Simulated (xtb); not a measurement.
# Molecular dynamics, with input and output: CoCl$_{5}$F (charge −3)

The run: molecular dynamics of CoCl$_{5}$F, charge −3, multiplicity 5. Method and program: GFN1-xTB (xtb 6.7.1 later snapshot).

The starting geometry was optimised with GFN1-xTB.

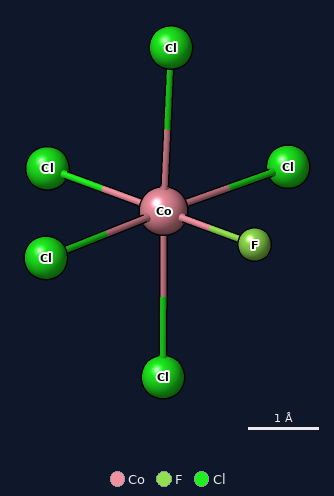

**Figure 1.** The structure as given in the input (ball-and-stick view, seen at a tilt). Sticks mark near contacts.

## Results in brief

| quantity | value |
| --- | --- |
| outcome | finished |
| trajectory | 10 frames kept, 180 fs |
| electrons treated | 54 |
| potential energy (first step) | −30.455770 hartree |
| dispersion energy (first step) | −0.005089 hartree |
| basis functions (first step) | 64 |
| hardware | 1 thread of Arm Neoverse V1, 24 GiB of memory available, shared host |
| wall time | 2.7 s |
| peak memory | 0.074 GiB |

## Notes

Settings chosen away from the usual ones: method = gfn1-xtb; task = md; geo = {"prev": "A"}; x = {"md_temperature": 300, "md_time": 0.2, "time_step": 1, "md_dump": 20, "hydrogen_mass": 1, "shake": 0, "nvt": "false"}. The record of the run, not the program, notes: no spin polarisation: high-spin states lie too high. So short a trajectory is not equilibrated.

## The input (geom.xyz)
```
7
start
Co    -0.000373    -0.000215     0.031873
F     -0.018583    -0.010090     1.823721
Cl     0.023013     0.012537    -2.254059
Cl     2.550903     0.005817     0.125675
Cl    -2.553045    -0.006897     0.073557
Cl    -0.007463     2.551490     0.113678
Cl     0.005538    -2.552641     0.085554
```

## File input.inp
```
$md
   temp=300
   time=0.2
   step=1
   dump=20
   hmass=1
   shake=0
   nvt=false
$end
```

Run as:
```bash
xtb geom.xyz --md --gfn1 --chrg -3 -u 4 -I input.inp -P 1 > run.log 2> xtb.err
```

## The program's output
```
* xtb version 6.7.1
   ID    Z sym.   atoms
    1   27 Co     1
    2    9 F      2
    3   17 Cl     3-7

           -------------------------------------------------
          |                Calculation Setup                |
           -------------------------------------------------

          program call               : xtb geom.xyz --md --gfn1 --chrg -3 -u 4 -I input.inp -P 1
          coordinate file            : geom.xyz
          omp threads                :                     1

molecular fragmentation (1/2 indicates fragments):
1111112
# atoms in fragment 1/2:     6     1
 fragment masses (1/2) :      219.74       35.45
CMA distance (Bohr)    :   5.621
constraining FC (au)   :  0.0500
########################################################################
[WARNING] Please study the warnings concerning your input carefully
-1- prog_main_parseArguments: The use of '--gfn1' is discouraged, please use '--gfn 1' next time
########################################################################

           -------------------------------------------------
          |                 G F N 1 - x T B                 |
           -------------------------------------------------

      * Hamiltonian:
        H0-scaling (s, p, d)           1.850000    2.250000    2.000000
        zeta-weighting                 0.000000
      * Dispersion:
        s8                             2.400000
        a1                             0.630000
        a2                             5.000000
        s9                             0.000000
      * Repulsion:
        kExp                           1.500000
        rExp                           1.000000
      * Coulomb:
        alpha                          2.000000
        third order                    atomic
        anisotropic                    false
      * Halogen bond correction:
        rad-scale                      1.300000
        damping                        0.440000

          ...................................................
          :                      SETUP                      :
          :.................................................:
          :  # basis functions                  64          :
          :  # atomic orbitals                  58          :
          :  # shells                           20          :
          :  # electrons                        54          :
          :  # halogen bonds                     0          :
          :  max. iterations                   250          :
          :  Hamiltonian                  GFN1-xTB          :
          :  restarted?                      false          :
          :  GBSA solvation                  false          :
          :  PC potential                    false          :
          :  electronic temp.          300.0000000     K    :
          :  accuracy                    1.0000000          :
          :  -> integral cutoff          0.2500000E+02      :
          :  -> integral neglect         0.1000000E-07      :
          :  -> SCF convergence          0.1000000E-05 Eh   :
          :  -> wf. convergence          0.2000000E-04 e    :
          :  Broyden damping             0.4000000          :
          :  net charge                         -3          :
          :  unpaired electrons                  4          :
          ...................................................

 iter      E             dE          RMSdq      gap      omega  full diag
   1    -30.3038934 -0.303039E+02  0.896E+00    7.32       0.0  T
   2    -29.5087134  0.795180E+00  0.107E+01    8.55       1.0  T
   3    -30.3666996 -0.857986E+00  0.509E+00    8.74       1.0  T
   4    -30.3826215 -0.159220E-01  0.315E+00    8.94       1.0  T
   5    -29.7505057  0.632116E+00  0.101E+01    8.95       1.0  T
   6    -30.4365696 -0.686064E+00  0.119E+00    8.50       1.0  T
   7    -30.4496908 -0.131211E-01  0.700E-01    8.72       1.0  T
   8    -30.4526076 -0.291682E-02  0.342E-01    8.69       1.0  T
   9    -30.4528718 -0.264153E-03  0.206E-01    8.68       1.0  T
  10    -30.4532216 -0.349814E-03  0.109E-01    8.70       1.0  T
  11    -30.4532365 -0.149613E-04  0.951E-02    8.70       1.0  T
  12    -30.4532623 -0.257703E-04  0.607E-02    8.70       1.0  T
  13    -30.4532748 -0.125302E-04  0.316E-02    8.70       1.2  T
  14    -30.4532785 -0.363829E-05  0.146E-02    8.70       2.6  T
  15    -30.4532794 -0.927611E-06  0.325E-03    8.70      11.6  T
  16    -30.4532795 -0.479338E-07  0.169E-04    8.70     224.2  T
  17    -30.4532795 -0.161638E-09  0.143E-05    8.70    2644.4  T

   *** convergence criteria satisfied after 17 iterations ***

         #    Occupation            Energy/Eh            Energy/eV
      -------------------------------------------------------------
         1        2.0000           -0.4726127             -12.8604
       ...           ...                  ...                  ...
        23        2.0000           -0.0661644              -1.8004
        24        2.0000           -0.0661644              -1.8004
        25        1.9938           -0.0400209              -1.0890
        26        1.0031           -0.0297203              -0.8087
        27        1.0031           -0.0297203              -0.8087
        28        1.0000           -0.0156437              -0.4257
        29        1.0000            0.0175526               0.4776 (HOMO)
        30                          0.3373826               9.1806 (LUMO)
        31                          0.3965004              10.7893
        32                          0.3965005              10.7893
        33                          0.3997578              10.8780
        34                          0.3998780              10.8812
       ...                                ...                  ...
        58                          0.9646303              26.2489
      -------------------------------------------------------------
                  HL-Gap            0.3198300 Eh            8.7030 eV
             Fermi-level            0.0711331 Eh            1.9356 eV

 SCC (total)                   0 d,  0 h,  0 min,  0.019 sec
 SCC setup                      ...        0 min,  0.000 sec (  0.431%)
 Dispersion                     ...        0 min,  0.000 sec (  0.151%)
 classical contributions        ...        0 min,  0.000 sec (  0.034%)
 integral evaluation            ...        0 min,  0.004 sec ( 19.474%)
 iterations                     ...        0 min,  0.009 sec ( 47.558%)
 molecular gradient             ...        0 min,  0.006 sec ( 31.043%)
 printout                       ...        0 min,  0.000 sec (  1.229%)

         :::::::::::::::::::::::::::::::::::::::::::::::::::::
         ::                     SUMMARY                     ::
         :::::::::::::::::::::::::::::::::::::::::::::::::::::
         :: total energy             -30.455769889037 Eh    ::
         :: gradient norm              0.000037049145 Eh/a0 ::
         :: HOMO-LUMO gap              8.703017167260 eV    ::
         ::.................................................::
         :: SCC energy               -30.453279455828 Eh    ::
         :: -> electrostatic           0.670502276642 Eh    ::
         :: repulsion energy           0.002599047184 Eh    ::
         :: dispersion energy         -0.005089480393 Eh    ::
         :: halogen bond corr.         0.000000000000 Eh    ::
         :: add. restraining           0.000000000000 Eh    ::
         :: total charge              -3.000000000000 e     ::
         :::::::::::::::::::::::::::::::::::::::::::::::::::::

           -------------------------------------------------
          |                Property Printout                |
           -------------------------------------------------

    * Orbital Energies and Occupations

         #    Occupation            Energy/Eh            Energy/eV
      -------------------------------------------------------------
         1        2.0000           -0.4726127             -12.8604
       ...           ...                  ...                  ...
        17        2.0000           -0.0739689              -2.0128
        18        2.0000           -0.0728408              -1.9821
        19        2.0000           -0.0692869              -1.8854
        20        2.0000           -0.0692727              -1.8850
        21        2.0000           -0.0692724              -1.8850
        22        2.0000           -0.0680358              -1.8513
        23        2.0000           -0.0661644              -1.8004
        24        2.0000           -0.0661644              -1.8004
        25        1.9938           -0.0400209              -1.0890
        26        1.0031           -0.0297203              -0.8087
        27        1.0031           -0.0297203              -0.8087
        28        1.0000           -0.0156437              -0.4257
        29        1.0000            0.0175526               0.4776 (HOMO)
        30                          0.3373826               9.1806 (LUMO)
        31                          0.3965004              10.7893
        32                          0.3965005              10.7893
        33                          0.3997578              10.8780
        34                          0.3998780              10.8812
        35                          0.4102801              11.1643
        36                          0.4102801              11.1643
        37                          0.4114855              11.1971
        38                          0.4158306              11.3153
        39                          0.4161306              11.3235
        40                          0.4167707              11.3409
       ...                                ...                  ...
        58                          0.9646303              26.2489
      -------------------------------------------------------------
                  HL-Gap            0.3198300 Eh            8.7030 eV
             Fermi-level            0.0711331 Eh            1.9356 eV

  Mulliken/CM5 charges         n(s)   n(p)   n(d)
     1      0.65160  0.81739   0.233  1.085  7.030
     2     -0.34730 -0.41030   1.845  5.502  0.000
     3     -0.50061 -0.53472   1.919  5.589 -0.007
     4     -0.70091 -0.71808   1.946  5.761 -0.006
     5     -0.70094 -0.71811   1.946  5.761 -0.006
     6     -0.70092 -0.71809   1.946  5.761 -0.006
     7     -0.70092 -0.71809   1.946  5.761 -0.006

Wiberg/Mayer (AO) data.
largest (>0.10) Wiberg bond orders for each atom

 ---------------------------------------------------------------------------
     #   Z sym  total        # sym  WBO       # sym  WBO       # sym  WBO
 ---------------------------------------------------------------------------
     1  27      3.623 --     2      1.031     3      0.768     4      0.456
                             7      0.456     6      0.456     5      0.456
     2   9      1.127 --     1      1.031
     3  17      0.856 --     1      0.768
     4  17      0.507 --     1      0.456
     5  17      0.507 --     1      0.456
     6  17      0.507 --     1      0.456
     7  17      0.507 --     1      0.456
 ---------------------------------------------------------------------------

Topologies differ in total number of bonds
Writing topology from bond orders to xtbtopo.mol

 dipole moment from electron density (au)
     X       Y       Z
  -0.0056  -0.0031   0.5451  total (Debye):    1.385

           -------------------------------------------------
          | TOTAL ENERGY              -30.455769889037 Eh   |
          | GRADIENT NORM               0.000037049145 Eh/α |
          | HOMO-LUMO GAP               8.703017167260 eV   |
           -------------------------------------------------
           -------------------------------------------------
          |               Molecular Dynamics                |
           -------------------------------------------------
 trajectories on xtb.trj or xtb.trj.<n>

 MD time /ps        :    0.20
 dt /fs             :    1.00
 SCC accuracy       :    2.00
 temperature /K     :  300.00
 max steps          :   200
 block length (av.) :  5000
 dumpstep(trj) /fs  :   20.00    20
 dumpstep(coords)/fs: 1000.00  1000
 H atoms mass (amu) :     1
 # deg. of freedom  :    21
 SHAKE off
         time (ps)    <Epot>      Ekin   <T>   T     Etot       error
      0    0.00      0.00000   0.0200    0.    0.   -30.43582    0.0000
 average properties
 Epot               :  -30.297013987840682
 Epot (accurate SCC):  -30.448310119001842
 Ekin               :   7.6933549067229011E-003
 Etot               :  -30.289320632933961
 T                  :   231.36872631675044
 normal exit of md()

------------------------------------------------------------------------
------------------------------------------------------------------------
 total:
 *  cpu-time:     0 d,  0 h,  0 min,  2.620 sec
 * ratio c/w:     1.000 speedup
 SCF:
 *  cpu-time:     0 d,  0 h,  0 min,  0.019 sec
 * ratio c/w:     1.000 speedup
 MD:
 *  cpu-time:     0 d,  0 h,  0 min,  2.594 sec
 * ratio c/w:     1.000 speedup
```

## Standard error
```
normal termination of xtb
```

## Trajectory as extended XYZ (Å, eV, eV/Å), 10 frames, from step=0 to step=9
```
7
Properties=species:S:1:pos:R:3 step=0 time_fs=0.0 energy=-828.74372
Co   -0.0004   -0.0002    0.0319
F    -0.0186   -0.0101    1.8237
Cl    0.0230    0.0125   -2.2541
Cl    2.5509    0.0058    0.1257
Cl   -2.5530   -0.0069    0.0736
Cl   -0.0075    2.5515    0.1137
Cl    0.0055   -2.5526    0.0856
7
Properties=species:S:1:pos:R:3 step=1 time_fs=20.0 energy=-828.60296
Co   -0.0629   -0.0594    0.0412
F    -0.1049    0.0891    1.8550
Cl    0.0611    0.0751   -2.3659
Cl    2.6106   -0.0375    0.1221
Cl   -2.6288    0.0262    0.1264
Cl    0.0237    2.6162    0.1298
Cl    0.1062   -2.6227    0.1186
7
Properties=species:S:1:pos:R:3 step=2 time_fs=40.0 energy=-828.44408
Co   -0.1069   -0.1026    0.0466
F    -0.1724    0.1596    1.7983
Cl    0.0846    0.1279   -2.4183
Cl    2.6322   -0.0813    0.1177
Cl   -2.6739    0.0447    0.1673
Cl    0.0476    2.6522    0.1383
Cl    0.1917   -2.6523    0.1474
7
Properties=species:S:1:pos:R:3 step=3 time_fs=60.0 energy=-828.43144
Co   -0.1185   -0.1229    0.0238
F    -0.2082    0.1896    1.7168
Cl    0.0871    0.1636   -2.3870
Cl    2.6063   -0.1267    0.1190
Cl   -2.6841    0.0421    0.1894
Cl    0.0640    2.6589    0.1399
Cl    0.2473   -2.6290    0.1727
7
Properties=species:S:1:pos:R:3 step=4 time_fs=80.0 energy=-828.55209
Co   -0.0900   -0.1219   -0.0435
F    -0.2057    0.1863    1.7029
Cl    0.0657    0.1781   -2.2824
Cl    2.5412   -0.1697    0.1251
Cl   -2.6740    0.0142    0.1863
Cl    0.0740    2.6518    0.1329
Cl    0.2650   -2.5654    0.1912
7
Properties=species:S:1:pos:R:3 step=5 time_fs=100.0 energy=-828.53115
Co   -0.0275   -0.1000   -0.0900
F    -0.1653    0.1464    1.6943
Cl    0.0239    0.1758   -2.1629
Cl    2.4610   -0.2030    0.1309
Cl   -2.6624   -0.0381    0.1550
Cl    0.0816    2.6522    0.1152
Cl    0.2423   -2.4928    0.1971
7
Properties=species:S:1:pos:R:3 step=6 time_fs=120.0 energy=-828.57481
Co    0.0496   -0.0679   -0.0434
F    -0.1065    0.0920    1.6784
Cl   -0.0333    0.1715   -2.1434
Cl    2.4121   -0.2179    0.1327
Cl   -2.6686   -0.1091    0.1006
Cl    0.0927    2.6806    0.0892
Cl    0.1837   -2.4553    0.1872
7
Properties=species:S:1:pos:R:3 step=7 time_fs=140.0 energy=-828.67134
Co    0.1192   -0.0358    0.0388
F    -0.0669    0.0676    1.7796
Cl   -0.1005    0.1666   -2.2188
Cl    2.4348   -0.2124    0.1300
Cl   -2.6992   -0.1905    0.0371
Cl    0.1132    2.7373    0.0640
Cl    0.1016   -2.4715    0.1631
7
Properties=species:S:1:pos:R:3 step=8 time_fs=160.0 energy=-828.55032
Co    0.1601   -0.0118    0.0977
F    -0.0504    0.0789    1.9352
Cl   -0.1603    0.1547   -2.2846
Cl    2.5097   -0.1908    0.1230
Cl   -2.7386   -0.2729   -0.0210
Cl    0.1466    2.7956    0.0466
Cl    0.0156   -2.5030    0.1301
7
Properties=species:S:1:pos:R:3 step=9 time_fs=180.0 energy=-828.46269
Co    0.1660   -0.0056    0.1430
F    -0.0298    0.1070    1.9563
Cl   -0.1954    0.1362   -2.2785
Cl    2.5816   -0.1586    0.1139
Cl   -2.7731   -0.3475   -0.0646
Cl    0.1927    2.8294    0.0400
Cl   -0.0538   -2.5015    0.0967
```

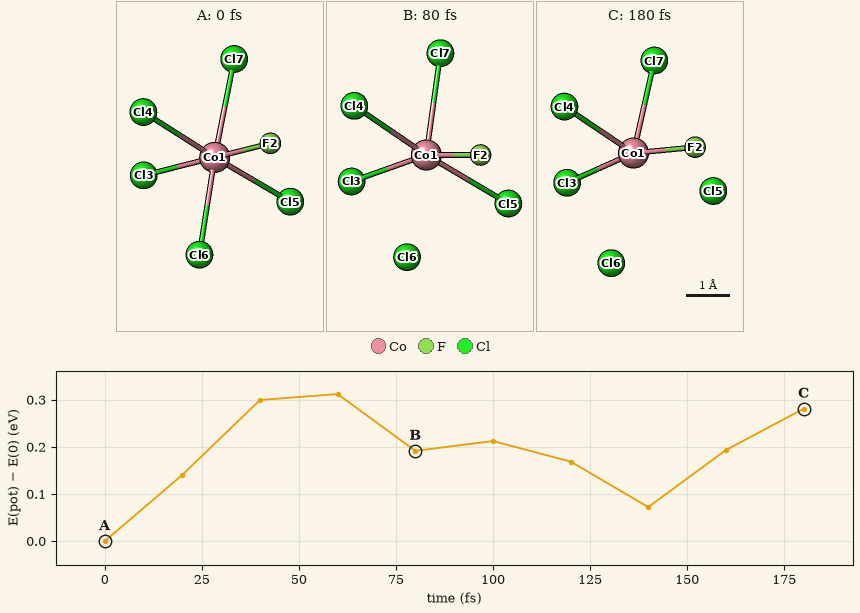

**Figure 2.** Frames of the molecular dynamics (ball-and-stick, seen at a tilt) above the curves, on which the letters mark them. The trajectory kept here has 10 frames over 180 fs. The potential energy ends 0.281 eV above its first value. After an unweighted best fit of the last frame on the first, the root-mean-square displacement is 0.26 Å, and Cl5 has moved furthest (0.45 Å).
